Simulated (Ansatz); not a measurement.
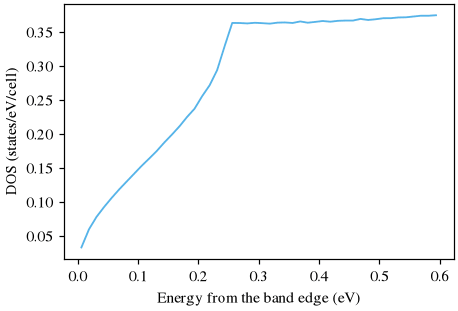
Figure: Density of states of LiH (Fm-3m) below the valence band maximum, PBEsol, rigid bands in Ansatz (a quantum-chemistry and plane-wave program); cell volume 15.8 Å³.

Q: What effective density of states at 300 K does this give (∫ g(E) exp(−E/k_BT) dE, both spins, divided by the cell's size)?

A: 1.0e20 cm⁻³, a density-of-states mass of 2.6 mₑ, valleys and band degeneracy included.

Spin-orbit coupling is left out. Geometry: cell and atoms relaxed with PBEsol.
